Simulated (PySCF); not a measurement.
**Two runs on C3H6O2Si**

System: C3H6O2Si.
Method of run 1: GIAO PBE0/6-31G* NMR shielding, non-relativistic, gas phase (PySCF 2.14.0).

The geometry comes from this level: PBE0-D3(BJ)/def2-SVP. Text and figures count atoms from 1; the logs count them from 0 in places.

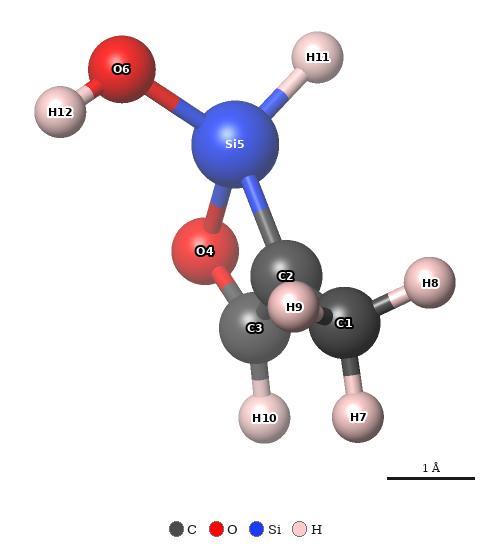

Figure 1. The structure (ball-and-stick view, seen at a tilt; atoms are numbered from 1 in the order of the input).

Input file, run 1:
```
{"job": {"kind": "nmr", "xc": "PBE0", "basis": "6-31G*", "pop": true}, "charge": 0, "multiplicity": 1}
C      1.372105     0.833882    -0.667572
C      0.342783     0.033263     0.043798
C      0.392085    -0.628066     1.222872
O     -0.792166    -1.273616     1.498804
Si    -1.336824    -0.730114    -0.059816
O     -2.732521     0.146217    -0.032150
H      2.293619     0.927733    -0.071349
H      1.648140     0.378345    -1.632873
H      1.016019     1.852863    -0.891779
H      1.202860    -0.742087     1.955070
H     -1.612627    -1.857794    -0.977603
H     -2.722664     0.958469     0.483709
```

The first line tells a small driver script what to run in PySCF; the rest is the geometry in Å.

Command:
```bash
OMP_NUM_THREADS=1 python <driver script> task.json out
```

Hardware: 1 CPU thread, shared host.

Output (run 1):
```
coarse grid: 10776 points
cycle   1  E = -557.3575420954  dE =  9.309e-01  |g| = 8.939e-01  |ddm| = 3.279e+00
cycle   2  E = -557.1681586534  dE =  1.894e-01  |g| = 1.339e+00  |ddm| = 1.667e+00
cycle   3  E = -557.5096424122  dE = -3.415e-01  |g| = 1.533e-01  |ddm| = 1.101e+00
cycle   4  E = -557.5144845972  dE = -4.842e-03  |g| = 6.546e-02  |ddm| = 2.062e-01
cycle   5  E = -557.5154236825  dE = -9.391e-04  |g| = 2.573e-02  |ddm| = 7.643e-02
cycle   6  E = -557.5155827805  dE = -1.591e-04  |g| = 3.938e-03  |ddm| = 2.596e-02
cycle   7  E = -557.5155860815  dE = -3.301e-06  |g| = 1.202e-03  |ddm| = 4.259e-03
final grid: 100200 points
cycle   8  E = -557.4541072107  dE = -1.037e-05  |g| = 8.694e-03  |ddm| = 1.584e-02
cycle   9  E = -557.4540788893  dE =  2.832e-05  |g| = 1.442e-02  |ddm| = 1.919e-02
cycle  10  E = -557.4541235512  dE = -4.466e-05  |g| = 1.756e-03  |ddm| = 1.285e-02
cycle  11  E = -557.4541242732  dE = -7.220e-07  |g| = 2.751e-04  |ddm| = 1.653e-03
cycle  12  E = -557.4541242880  dE = -1.481e-08  |g| = 9.765e-05  |ddm| = 2.943e-04
cycle  13  E = -557.4541242902  dE = -2.221e-09  |g| = 1.689e-05  |ddm| = 9.875e-05
cycle  14  E = -557.4541242903  dE = -6.753e-11  |g| = 4.826e-06  |ddm| = 2.311e-05
converged SCF energy = -557.4541242903

GIAO shielding tensors (ppm)
atom      isotropic    diamagn.    paramagn.     s11        s22        s33       span
  0 C      182.487     250.188     -67.701    172.168    180.729    194.563     22.395
  1 C       89.434     251.245    -161.810     13.947     99.767    154.588    140.641
  2 C       38.195     258.092    -219.897    -67.200     73.464    108.320    175.520
  3 O      196.143     397.769    -201.627    131.389    192.581    264.458    133.069
  4 Si     411.306     881.091    -469.785    393.903    403.577    436.436     42.533
  5 O      263.621     390.375    -126.754    225.910    269.899    295.054     69.144
  6 H       30.544      29.640       0.904     26.864     29.276     35.492      8.628
  7 H       30.560      29.424       1.136     26.296     28.848     36.537     10.241
  8 H       30.594      29.768       0.827     26.280     29.254     36.249      9.969
  9 H       24.676      29.651      -4.975     23.117     23.617     27.294      4.177
 10 H       26.448      29.254      -2.806     23.301     24.086     31.955      8.654
 11 H       29.570      28.900       0.671     22.955     25.739     40.017     17.061
```

For run 2 the input was changed thus:
```diff
-"basis": "6-31G*"
+"basis": "def2-SVP"
```

How does run 2 compare with run 1?

The total energy of run 2 is 165.5 kcal/mol higher, which measures the change of basis and not a stability. The HOMO goes from −6.30 to −6.47 eV. The LUMO goes from 0.26 to 0.06 eV. The dipole moment goes from 2.23 to 2.15 D. Of all shieldings, the largest change is that of Si5, by +12.2 ppm. The number of SCF iterations is the same. The basis functions go from 100 to 118.

Output (run 2):
```
coarse grid: 10776 points
cycle   1  E = -556.9512419065  dE =  8.849e-01  |g| = 8.903e-01  |ddm| = 3.634e+00
cycle   2  E = -556.7550768291  dE =  1.962e-01  |g| = 1.348e+00  |ddm| = 1.901e+00
cycle   3  E = -557.1005829055  dE = -3.455e-01  |g| = 1.517e-01  |ddm| = 1.270e+00
cycle   4  E = -557.1051275552  dE = -4.545e-03  |g| = 7.058e-02  |ddm| = 2.156e-01
cycle   5  E = -557.1062555279  dE = -1.128e-03  |g| = 2.461e-02  |ddm| = 8.489e-02
cycle   6  E = -557.1064012195  dE = -1.457e-04  |g| = 4.057e-03  |ddm| = 2.743e-02
cycle   7  E = -557.1064047388  dE = -3.519e-06  |g| = 1.168e-03  |ddm| = 4.711e-03
final grid: 100200 points
cycle   8  E = -557.1903871512  dE = -1.259e-05  |g| = 9.340e-03  |ddm| = 1.995e-02
cycle   9  E = -557.1903531767  dE =  3.397e-05  |g| = 1.575e-02  |ddm| = 2.140e-02
cycle  10  E = -557.1904051576  dE = -5.198e-05  |g| = 1.759e-03  |ddm| = 1.463e-02
cycle  11  E = -557.1904058876  dE = -7.300e-07  |g| = 2.784e-04  |ddm| = 1.803e-03
cycle  12  E = -557.1904059029  dE = -1.524e-08  |g| = 9.430e-05  |ddm| = 3.248e-04
cycle  13  E = -557.1904059049  dE = -2.088e-09  |g| = 1.647e-05  |ddm| = 1.005e-04
cycle  14  E = -557.1904059050  dE = -6.503e-11  |g| = 5.071e-06  |ddm| = 2.569e-05
converged SCF energy = -557.1904059050

GIAO shielding tensors (ppm)
atom      isotropic    diamagn.    paramagn.     s11        s22        s33       span
  0 C      183.437     245.549     -62.112    173.182    182.154    194.976     21.794
  1 C       84.109     258.067    -173.958      3.161     91.209    157.956    154.795
  2 C       33.331     255.451    -222.120    -76.068     68.088    107.972    184.040
  3 O      193.551     398.335    -204.783    125.207    183.256    272.191    146.983
  4 Si     423.509     882.466    -458.958    408.807    415.292    446.426     37.619
  5 O      274.432     386.152    -111.721    237.940    278.745    306.610     68.670
  6 H       29.932      29.285       0.648     26.180     28.360     35.257      9.077
  7 H       29.962      29.163       0.799     25.441     28.110     36.335     10.894
  8 H       29.997      29.706       0.292     25.499     28.453     36.040     10.541
  9 H       24.180      31.684      -7.504     22.425     23.155     26.960      4.535
 10 H       26.338      29.391      -3.053     23.043     24.079     31.890      8.846
 11 H       29.153      31.778      -2.625     22.207     24.868     40.384     18.178
```

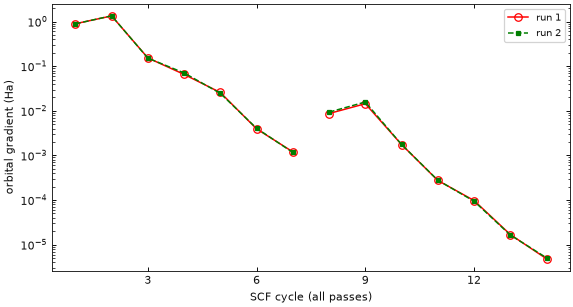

Figure 2. Convergence of the two runs: orbital gradient against the SCF cycle. A break in a curve parts two SCF passes (coarse and final grid). Run 1 takes 14 cycles in all, and run 2 takes 14.

The two runs side by side:

```tsv
quantity	run 1	run 2
outcome	converged	converged
total energy (hartree)	−557.454124	−557.190406
HOMO (eV)	−6.30	−6.47
LUMO (eV)	0.26	0.06
dipole moment (D)	2.23	2.15
shielding of C1 (ppm)	182.5	183.4
shielding of C2 (ppm)	89.4	84.1
shielding of C3 (ppm)	38.2	33.3
shielding of O4 (ppm)	196.1	193.6
shielding of Si5 (ppm)	411.3	423.5
shielding of O6 (ppm)	263.6	274.4
shielding of H7 (ppm)	30.5	29.9
SCF iterations	14	14
basis functions	100	118
wall time (shared host)	13 s	15 s
```
